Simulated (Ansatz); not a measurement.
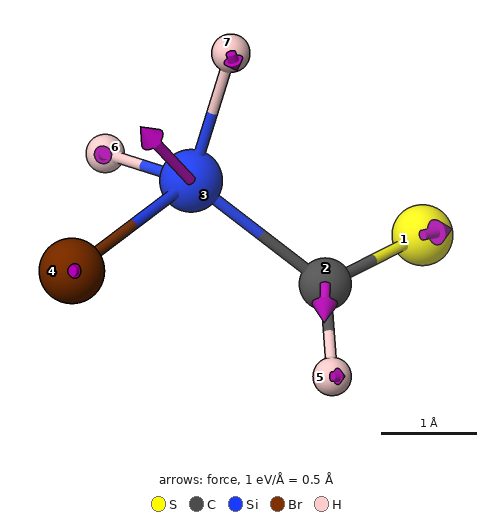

Starting geometry of CH3BrSSi (coarse preliminary run) with the computed forces as purple arrows. A ball-and-stick model, seen at a tilt.

The start comes from a force field.

Method: RKS PBE-D4/def2-SVP (Ansatz 0.2.0).

Input file:
```yaml
crystal:
  periodic: [false, false, false]
  atoms:
    - {symbol: S, position_ang: [-2.045100, 1.260500, 0.042300]}
    - {symbol: C, position_ang: [-0.905300, 0.337900, -0.624900]}
    - {symbol: Si, position_ang: [0.498200, -0.187900, 0.432800]}
    - {symbol: Br, position_ang: [1.974300, -1.442800, -0.769300]}
    - {symbol: H, position_ang: [-0.899000, -0.019900, -1.684100]}
    - {symbol: H, position_ang: [0.090900, -0.987300, 1.610200]}
    - {symbol: H, position_ang: [1.347300, 0.971500, 0.947300]}
basis:
  gaussian: {orbitals: def2-SVP}
hamiltonian: {xc: pbe, dispersion: d4}
relax: {f_tol: 0.03, max_steps: 200}
```

Run as
```bash
ansatz run in.yaml --threads 2 --pin off --events-out ev --progress --plain --max-ram 4352MiB
```

### What follows when this structure is relaxed?

It isn't relaxed: the largest force vector, on Si3, is 1.98 eV/Å. The final displacements follow the starting forces only in part (cosine between the two patterns 0.53). The atom that moves furthest after the best rigid fit is H5 (0.087 Å). Largest moves by element: H 0.087 Å, Si 0.083 Å, Br 0.069 Å, S 0.032 Å, C 0.020 Å. Among the contacts that change: C2–Si3 1.834 → 1.898 Å, Si3–Br4 2.280 → 2.249 Å, Si3–H7 1.526 → 1.499 Å, S1–C2 1.611 → 1.632 Å. Bond angles that change, for instance: Br4–Si3–H7 103.6° → 108.8°, C2–Si3–H6 113.8° → 108.9°, Si3–C2–H5 116.8° → 121.2°. The energy falls by 0.105 eV in 4 accepted moves (5 points after the start). The largest force component goes from 1.9 to 0.029 eV/Å. The line search rejected the trial step at point 2 of the run.
